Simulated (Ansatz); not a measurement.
**C₂H₄BFO: geometry and vibrations**

Aim: relax C₂H₄BFO from a cheap starting geometry, then compute its harmonic vibrations to see whether it is a minimum and to get the zero-point energy and entropy, and look at its orbitals and charge.

The runs use Ansatz 0.2.0, Gaussian basis; RKS PBE0-D4/def2-TZVP.

Levels to be run: relaxation at PBE-D4/def2-SVP; relaxation at PBE0-D4/def2-TZVP; harmonic vibrations at the same level; a single point in def2-TZVPP for the fields.

### 1 Starting geometry

SMILES `OC1(F)BC1`, 9 atoms, charge 0, spin multiplicity 1.

Atoms are counted from 1 here; the program's logs count them from 0.

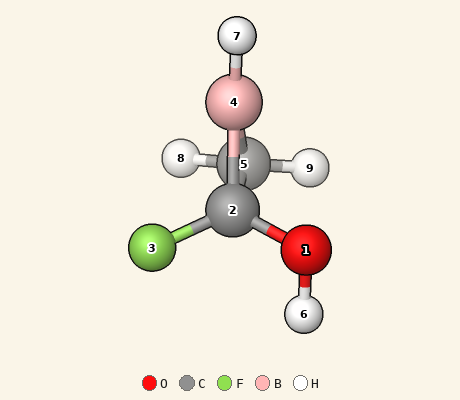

The starting geometry (oxygen red, carbon grey, fluorine green, boron pink, hydrogen white); atoms are numbered from 1 in the order of the file.

As a file:

| atom | x (Å) | y (Å) | z (Å) |
| --- | --- | --- | --- |
| O1 | -0.9939 | -0.1097 | 1.2999 |
| C2 | 0.0301 | 0.3123 | 0.4809 |
| F3 | 0.7065 | 1.4511 | 0.8283 |
| B4 | 0.9750 | -0.8974 | -0.0944 |
| C5 | -0.1046 | 0.0224 | -0.9692 |
| H6 | -1.6633 | 0.7242 | 1.2769 |
| H7 | 1.6965 | -1.7947 | 0.0285 |
| H8 | 0.4676 | 0.7324 | -1.6472 |
| H9 | -1.0253 | -0.4869 | -1.2208 |

The start is a force-field geometry with small random shifts, so a cheaper pass at PBE-D4/def2-SVP comes first.

### 2 Relaxation at PBE-D4/def2-SVP (cheap first pass)

The input, in.yaml:

```yaml
crystal:
  periodic: [false, false, false]
  atoms:
    - {symbol: O, position_ang: [-0.993900, -0.109700, 1.299900]}
    - {symbol: C, position_ang: [0.030100, 0.312300, 0.480900]}
    - {symbol: F, position_ang: [0.706500, 1.451100, 0.828300]}
    - {symbol: B, position_ang: [0.975000, -0.897400, -0.094400]}
    - {symbol: C, position_ang: [-0.104600, 0.022400, -0.969200]}
    - {symbol: H, position_ang: [-1.663300, 0.724200, 1.276900]}
    - {symbol: H, position_ang: [1.696500, -1.794700, 0.028500]}
    - {symbol: H, position_ang: [0.467600, 0.732400, -1.647200]}
    - {symbol: H, position_ang: [-1.025300, -0.486900, -1.220800]}
basis:
  gaussian: {orbitals: def2-SVP}
hamiltonian: {xc: pbe, dispersion: d4}
relax: {f_tol: 0.03, max_steps: 200}
```

Run with:

```bash
$ ansatz run in.yaml --threads 2 --pin off --events-out ev --progress --plain --max-ram 4352MiB
```

Output, shortened:

```text
Functional definition: PBE
  name "PBE"
  cite "Perdew, Burke & Ernzerhof, Phys. Rev. Lett. 77, 3865 (1996) doi:10.1103/PhysRevLett.77.3865"
  parent pbe
[...]
993 factors; their error is unknown
[...]
mean field -7562.14166899 eV, -277.9035805317 hartree, gradient 1.2e-5 eV, S^2 0.000000; 0 other end points of the search recorded, 0 dependent functions left out
[...]
reference -7562.14169924 eV, -277.9035816431 hartree; 19, 19 occupied and 71, 71 virtual orbitals, 993 factors
relax step   1: F+E_penalty+E_count = -7562.28306349 eV  Δ(F+E_penalty+E_count) = +0.000e0 eV  max|allowed force component| = 3.282e0 eV/Å  Δτ_max = 0.0000 Å  (29 SCF iters, accepted)
[...]
relax step   7: F+E_penalty+E_count = -7562.93070147 eV  Δ(F+E_penalty+E_count) = +1.098e-5 eV  max|allowed force component| = 6.750e-2 eV/Å  Δτ_max = 0.0143 Å  (32 SCF iters, rejected (line search))
[...]
relax step   8: F+E_penalty+E_count = -7562.93093698 eV  Δ(F+E_penalty+E_count) = -2.245e-4 eV  max|allowed force component| = 1.548e-2 eV/Å  Δτ_max = 0.0070 Å  (32 SCF iters, accepted)
993 factors; their error is unknown
mean field -7562.78969038 eV, -277.9273948786 hartree, gradient 2.3e-5 eV, S^2 0.000000; 1 other end points of the search recorded, 0 dependent functions left out
[...]
reference -7562.78972024 eV, -277.9273959758 hartree; 19, 19 occupied and 71, 71 virtual orbitals, 993 factors
Total energy: -7562.93096684 eV, -277.9325866926 hartree
Atom 0 at    -0.959497     0.018742     1.404745 Å, force    -0.004877     0.001672    -0.000577 eV/Å
Atom 1 at     0.089772     0.281397     0.559444 Å, force    -0.000453    -0.015475     0.001283 eV/Å
Atom 2 at     0.752218     1.469018     0.851440 Å, force     0.004518     0.002137     0.000648 eV/Å
Atom 3 at     0.888020    -0.889688    -0.067172 Å, force    -0.002169     0.003031    -0.001601 eV/Å
Atom 4 at    -0.065355    -0.018551    -0.932980 Å, force    -0.002306    -0.000828    -0.001487 eV/Å
Atom 5 at    -1.710211     0.590390     1.137197 Å, force    -0.002374     0.006199     0.001550 eV/Å
Atom 6 at     1.719449    -1.760504    -0.029024 Å, force     0.007579     0.006481    -0.002131 eV/Å
Atom 7 at     0.416226     0.665162    -1.659624 Å, force     0.003768    -0.005225     0.002391 eV/Å
Atom 8 at    -1.042023    -0.402267    -1.281126 Å, force    -0.003688     0.002008    -0.000076 eV/Å
Dipole moment:    -0.292074    -0.032624    -0.330942 e Å
```

It took 12 s on 2 threads of AMD EPYC 7R32, shared host.

Along the way:

| step | energy from step 1 (eV) | largest force component (eV/Å) |
| --- | --- | --- |
| 1 | 0.0000 | 3.2817 |
| 2 | -0.4821 | 1.7547 |
| 3 | -0.6251 | 0.6618 |
| 4 | -0.6443 | 0.2001 |
| 5 | -0.6471 | 0.0618 |
| 6 | -0.6476 | 0.0328 |
| 7 | -0.6476 | 0.0675 |
| 8 | -0.6479 | 0.0155 |

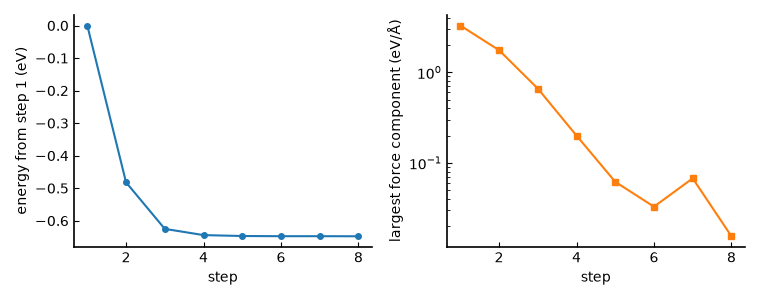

Energy and largest force along the relaxation.

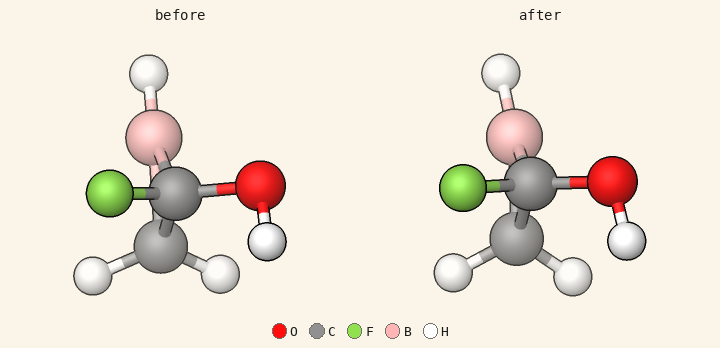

Before and after, at one scale.

Close pairs (by a distance rule), those that changed most:

| bond | before (Å) | after (Å) | change (Å) |
| --- | --- | --- | --- |
| B4–C5 | 1.666 | 1.555 | -0.112 |
| C2–B4 | 1.639 | 1.550 | -0.090 |
| O1–H6 | 1.070 | 0.981 | -0.089 |
| B4–H7 | 1.158 | 1.205 | +0.047 |
| C2–C5 | 1.485 | 1.530 | +0.045 |
| C5–H8 | 1.136 | 1.108 | -0.028 |
| C5–H9 | 1.082 | 1.106 | +0.024 |
| C2–F3 | 1.369 | 1.391 | +0.022 |

### 3 Geometry optimisation, PBE0-D4/def2-TZVP

The input, in.yaml:

```yaml
crystal:
  periodic: [false, false, false]
  atoms:
    - {symbol: O, position_ang: [-0.959497, 0.018742, 1.404745]}
    - {symbol: C, position_ang: [0.089772, 0.281397, 0.559444]}
    - {symbol: F, position_ang: [0.752218, 1.469018, 0.851440]}
    - {symbol: B, position_ang: [0.888020, -0.889688, -0.067172]}
    - {symbol: C, position_ang: [-0.065355, -0.018551, -0.932980]}
    - {symbol: H, position_ang: [-1.710211, 0.590390, 1.137197]}
    - {symbol: H, position_ang: [1.719449, -1.760504, -0.029024]}
    - {symbol: H, position_ang: [0.416226, 0.665162, -1.659624]}
    - {symbol: H, position_ang: [-1.042023, -0.402267, -1.281126]}
basis:
  gaussian: {orbitals: def2-TZVP}
hamiltonian: {xc: pbe0, dispersion: d4}
relax: {f_tol: 0.005, max_steps: 150}
```

The command is unchanged.

Output, shortened:

```text
Functional definition: PBE0
  name "PBE0"
  cite "Adamo & Barone, J. Chem. Phys. 110, 6158 (1999) doi:10.1063/1.478522"
  cite "Perdew, Burke & Ernzerhof, Phys. Rev. Lett. 77, 3865 (1996) doi:10.1103/PhysRevLett.77.3865"
  parent pbe
[...]
1012 factors; their error is unknown
[...]
mean field -7571.95453008 eV, -278.2641965254 hartree, gradient 1.2e-5 eV, S^2 0.000000; 0 other end points of the search recorded, 0 dependent functions left out
[...]
reference -7571.95455895 eV, -278.2641975863 hartree; 19, 19 occupied and 160, 160 virtual orbitals, 1012 factors
relax step   1: F+E_penalty+E_count = -7572.07133266 eV  Δ(F+E_penalty+E_count) = +0.000e0 eV  max|allowed force component| = 6.571e-1 eV/Å  Δτ_max = 0.0000 Å  (30 SCF iters, accepted)
[...]
Total energy: -7572.11001664 eV, -278.2699105511 hartree
Atom 0 at    -0.954759     0.023787     1.388426 Å, force    -0.000869     0.000386     0.002161 eV/Å
Atom 1 at     0.088842     0.271550     0.546803 Å, force    -0.002164    -0.004477     0.000457 eV/Å
Atom 2 at     0.734505     1.452087     0.838272 Å, force     0.000414     0.000493    -0.000961 eV/Å
Atom 3 at     0.886900    -0.887084    -0.076278 Å, force     0.000665     0.001493     0.000769 eV/Å
Atom 4 at    -0.060948    -0.022326    -0.931080 Å, force     0.002281     0.002691    -0.001635 eV/Å
Atom 5 at    -1.693713     0.595505     1.144666 Å, force     0.001786     0.000264    -0.001844 eV/Å
Atom 6 at     1.700654    -1.743781    -0.024027 Å, force    -0.001091     0.000136    -0.000365 eV/Å
Atom 7 at     0.408708     0.666082    -1.633012 Å, force    -0.001589    -0.000361     0.000432 eV/Å
Atom 8 at    -1.021590    -0.402121    -1.270869 Å, force     0.000567    -0.000624     0.000985 eV/Å
Dipole moment:    -0.253187    -0.090827    -0.372549 e Å
```

Wall time 26 s (2 threads of AMD EPYC 7R32, shared host).

Relaxation path:

| step | energy from step 1 (eV) | largest force component (eV/Å) |
| --- | --- | --- |
| 1 | 0.0000 | 0.6571 |
| 2 | -0.0341 | 0.2164 |
| 3 | -0.0385 | 0.0372 |
| 4 | -0.0386 | 0.0175 |
| 5 | -0.0386 | 0.0117 |
| 6 | -0.0387 | 0.0064 |
| 7 | -0.0387 | 0.0045 |

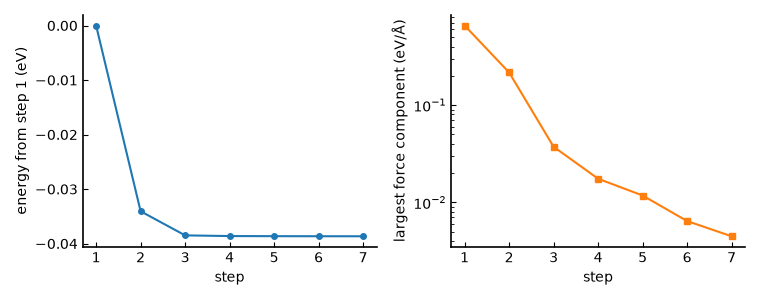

Energy and force, step by step.

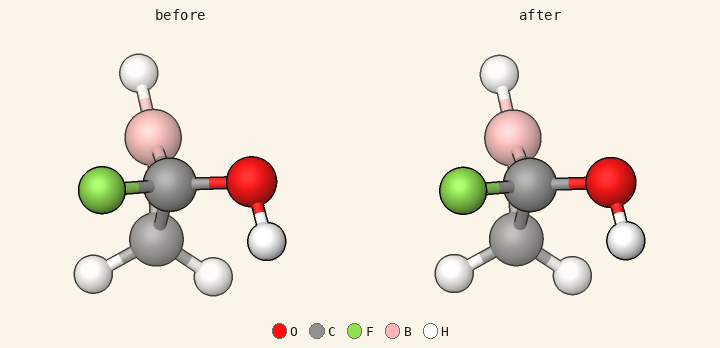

Before and after, at one scale.

Close pairs (by a distance rule), those that changed most:

| bond | before (Å) | after (Å) | change (Å) |
| --- | --- | --- | --- |
| B4–H7 | 1.205 | 1.183 | -0.022 |
| C5–H8 | 1.108 | 1.090 | -0.018 |
| C5–H9 | 1.106 | 1.087 | -0.018 |
| C2–C5 | 1.530 | 1.514 | -0.016 |
| O1–H6 | 0.981 | 0.966 | -0.015 |
| C2–F3 | 1.391 | 1.377 | -0.014 |
| B4–C5 | 1.555 | 1.542 | -0.013 |
| C2–B4 | 1.550 | 1.539 | -0.011 |

Mulliken charges of the relaxed molecule (report file):

| atom | value (e) |
| --- | --- |
| O1 | -0.40 |
| C2 | 0.26 |
| F3 | -0.21 |
| B4 | 0.04 |
| C5 | -0.38 |
| H6 | 0.31 |
| H7 | 0.08 |
| H8 | 0.15 |
| H9 | 0.15 |

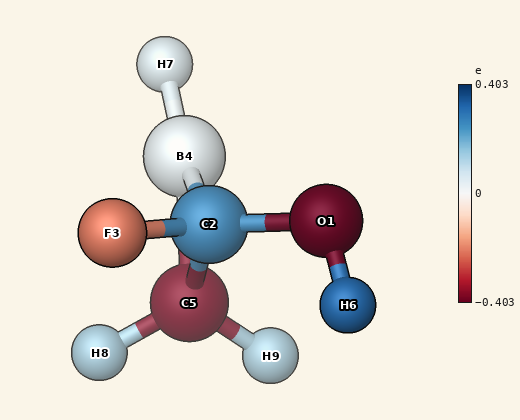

Mulliken charges of the relaxed molecule (report file), as colours on the atoms.

### 4 Force constants and modes

The input, in.yaml:

```yaml
crystal:
  periodic: [false, false, false]
  atoms:
    - {symbol: O, position_ang: [-0.954759, 0.023787, 1.388426]}
    - {symbol: C, position_ang: [0.088842, 0.271550, 0.546803]}
    - {symbol: F, position_ang: [0.734505, 1.452087, 0.838272]}
    - {symbol: B, position_ang: [0.886900, -0.887084, -0.076278]}
    - {symbol: C, position_ang: [-0.060948, -0.022326, -0.931080]}
    - {symbol: H, position_ang: [-1.693713, 0.595505, 1.144666]}
    - {symbol: H, position_ang: [1.700654, -1.743781, -0.024027]}
    - {symbol: H, position_ang: [0.408708, 0.666082, -1.633012]}
    - {symbol: H, position_ang: [-1.021590, -0.402121, -1.270869]}
basis:
  gaussian: {orbitals: def2-TZVP}
hamiltonian: {xc: pbe0, dispersion: d4}
phonons: {temperatures: {t_min: 298.15, t_max: 900, t_step: 200}}
```

Same command.

Output, shortened:

```text
Functional definition: PBE0
  name "PBE0"
  cite "Adamo & Barone, J. Chem. Phys. 110, 6158 (1999) doi:10.1063/1.478522"
  cite "Perdew, Burke & Ernzerhof, Phys. Rev. Lett. 77, 3865 (1996) doi:10.1103/PhysRevLett.77.3865"
  parent pbe
[...]
1012 factors; their error is unknown
[...]
mean field -7571.99280664 eV, -278.2656031629 hartree, gradient 3.0e-5 eV, S^2 0.000000; 0 other end points of the search recorded, 0 dependent functions left out
[...]
reference -7571.99283540 eV, -278.2656042198 hartree; 19, 19 occupied and 160, 160 virtual orbitals, 1012 factors
[...]
1012 factors; their error is unknown
mean field -7571.99263000 eV, -278.2655966715 hartree, gradient 2.0e-6 eV, S^2 0.000000; 0 other end points of the search recorded, 0 dependent functions left out
[...]
reference -7571.99265875 eV, -278.2655977282 hartree; 19, 19 occupied and 160, 160 virtual orbitals, 1012 factors
[...]
Atom 1 at     0.088842     0.271550     0.546803 Å, force    -0.002196    -0.004513     0.000414 eV/Å
Atom 2 at     0.734505     1.452087     0.838272 Å, force     0.000429     0.000525    -0.000936 eV/Å
Atom 3 at     0.886900    -0.887084    -0.076278 Å, force     0.000657     0.001491     0.000758 eV/Å
Atom 4 at    -0.060948    -0.022326    -0.931080 Å, force     0.002274     0.002671    -0.001600 eV/Å
Atom 5 at    -1.693713     0.595505     1.144666 Å, force     0.001780     0.000269    -0.001841 eV/Å
Atom 6 at     1.700654    -1.743781    -0.024027 Å, force    -0.001084     0.000134    -0.000357 eV/Å
Atom 7 at     0.408708     0.666082    -1.633012 Å, force    -0.001580    -0.000342     0.000415 eV/Å
Atom 8 at    -1.021590    -0.402121    -1.270869 Å, force     0.000572    -0.000625     0.000985 eV/Å
Dipole moment:    -0.253187    -0.090827    -0.372549 e Å
Vibrations: 143.28 301.23 392.93 441.62 470.01 513.15 707.26 758.92 821.42 908.72 946.44 981.43 1059.06 1174.49 1281.13 1343.61 1460.01 2747.28 3106.11 3188.67 3777.09 cm⁻¹, zero-point energy 1.644269 eV
```

It took 2.1 min on 2 threads of AMD EPYC 7R32, shared host.

Motions are named by where the mode's potential energy lies. The modes, unscaled (a negative number is an imaginary wavenumber):

| mode | cm⁻¹ | motion |
| --- | --- | --- |
| 1 | 143 | bend |
| 2 | 301 | bend |
| 3 | 393 | torsion with bend |
| 4 | 442 | bend |
| 5 | 470 | bend with torsion |
| 6 | 513 | bend with torsion |
| 7 | 707 | mixed, led by bend |
| 8 | 759 | bend with out-of-plane bend |
| 9 | 821 | bend |
| 10 | 909 | bend |
| 11 | 946 | bend |
| 12 | 981 | bend |
| 13 | 1059 | bend with B–C stretch |
| 14 | 1174 | C–O and C–F stretch |
| 15 | 1281 | bend |
| 16 | 1344 | bend |
| 17 | 1460 | bend with B–C stretch |
| 18 | 2747 | B–H stretch |
| 19 | 3106 | C–H stretch |
| 20 | 3189 | C–H stretch |
| 21 | 3777 | O–H stretch |

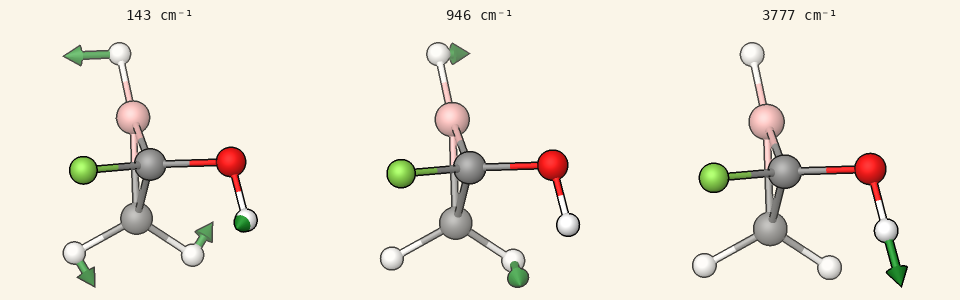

Displacements of 3 modes, as arrows.

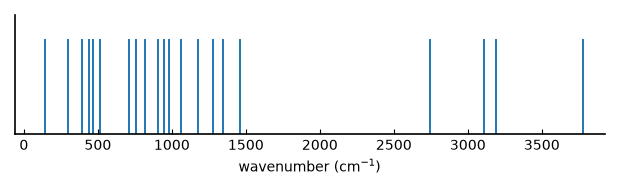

The harmonic wavenumbers as sticks (no intensities were computed).

Ideal gas, rigid rotor and harmonic oscillator at 298.15 K and 1 bar, with symmetry number 1:

| term | value |
| --- | --- |
| zero-point energy | 158.6 kJ/mol |
| H(298) − E | 175.4 kJ/mol |
| entropy, translation | 162.5 J/(mol K) |
| entropy, rotation | 104.7 J/(mol K) |
| entropy, vibration | 36.0 J/(mol K) |
| entropy, total | 303.2 J/(mol K) |

### 5 Fields at the relaxed geometry

Changes to in.yaml since step 4:

```diff
@@ -13,4 +13,4 @@
 basis:
-  gaussian: {orbitals: def2-TZVP}
+  gaussian: {orbitals: def2-TZVPP}
 hamiltonian: {xc: pbe0, dispersion: d4}
-phonons: {temperatures: {t_min: 298.15, t_max: 900, t_step: 200}}
+output: {orbitals: {seedname: orbitals}}
```

Launched as before.

Output:

```text
Functional definition: PBE0
  name "PBE0"
  cite "Adamo & Barone, J. Chem. Phys. 110, 6158 (1999) doi:10.1063/1.478522"
  cite "Perdew, Burke & Ernzerhof, Phys. Rev. Lett. 77, 3865 (1996) doi:10.1103/PhysRevLett.77.3865"
  parent pbe
  parameter a = 0.25
  parameter kappa = 0.804
  parameter beta = 0.06672455060314922
  exchange = (1 - a)*pbe_x(kappa = kappa, mu = beta*pi^2/3) + a*exact_x
  correlation = pbe_c(beta = beta)
1072 factors; their error is unknown
mean field evaluation 1: about -7565.2501 eV, gradient 5.9e1 eV
mean field evaluation 2: about -7562.7338 eV, gradient 6.8e1 eV
mean field evaluation 4: about -7572.0304 eV, gradient 4.0e0 eV
mean field evaluation 8: about -7572.0550 eV, gradient 4.7e-2 eV
mean field evaluation 16: about -7572.0573 eV, gradient 5.5e-5 eV
mean field -7572.05725655 eV, -278.2679716535 hartree, gradient 5.5e-5 eV, S^2 0.000000; 0 other end points of the search recorded, 0 dependent functions left out
reference -7572.05728552 eV, -278.2679727182 hartree; 19, 19 occupied and 192, 192 virtual orbitals, 1072 factors
Total energy: -7572.17446683 eV, -278.2722790519 hartree
```

Wall time 2.9 s (2 threads of AMD EPYC 7R32, shared host).

Orbitals, density, ELF and potential are computed afterwards from the orbital file.

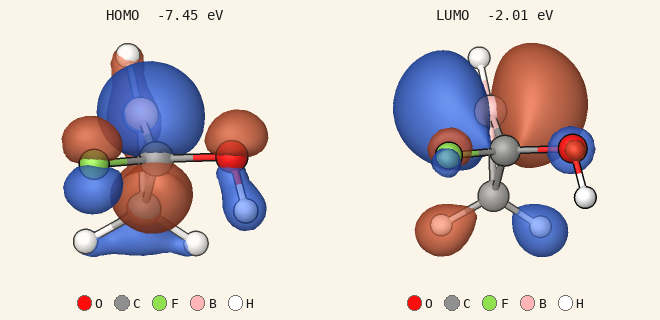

PBE0-D4/def2-TZVPP orbitals near the gap, drawn at the value that encloses 70 % of each; the two colours are the two signs.

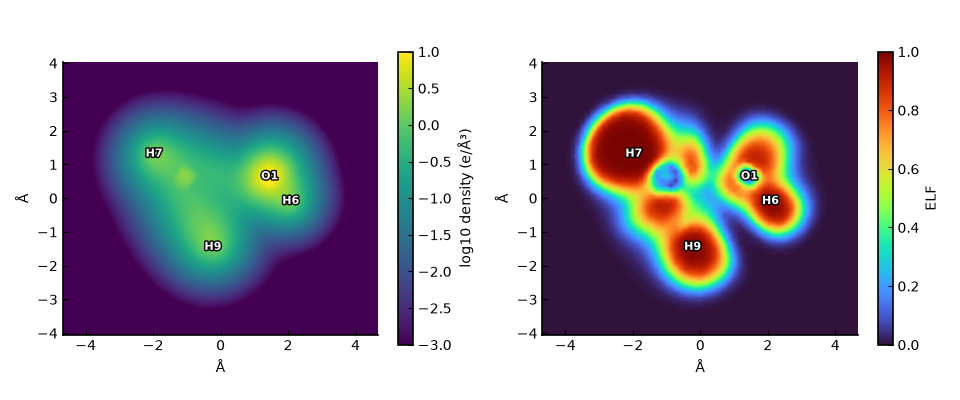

Density (left) and ELF (right) in a plane through or near 4 of the atoms.

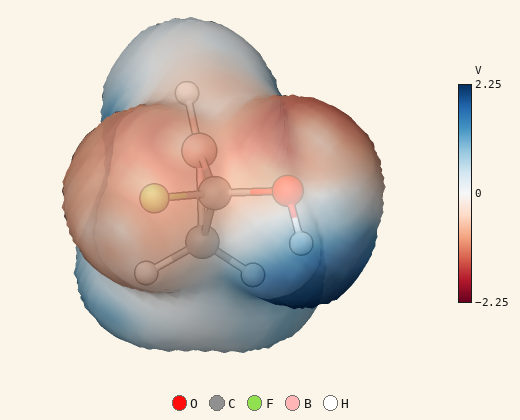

The potential that a unit positive charge feels on the 0.002 e/bohr³ surface, from the 1st to the 99th percentile, from -1.21 V near O1 to 2.25 V near H6.

### 6 Results

| quantity | value |
| --- | --- |
| point group | C1 |
| steps | 8 + 7 |
| shift from the start (rms) | 0.110 Å |
| total energy | -7572.1100 eV |
| dispersion term | -117 meV |
| dipole moment | 2.21 D |
| lowest, highest wavenumber | 143, 3777 cm⁻¹ |
| zero-point energy | 158.6 kJ/mol |
| entropy at 298.15 K | 303.2 J/(mol K) |
| HOMO, LUMO | -7.45, -2.01 eV |

The atoms moved 0.11 Å (rms) from the start; the bond that changed most is B4–C5, from 1.666 to 1.542 Å. No mode is imaginary: a true minimum at this level. The stiffest mode, 3777 cm⁻¹, is an O–H stretch. Harmonic hybrid wavenumbers usually lie a few per cent above measured fundamentals. The largest Mulliken charge, -0.40 e, sits on O1. The HOMO lies mostly on C2 31 %; B4 22 % and the LUMO on B4 58 %; H7 15 %.
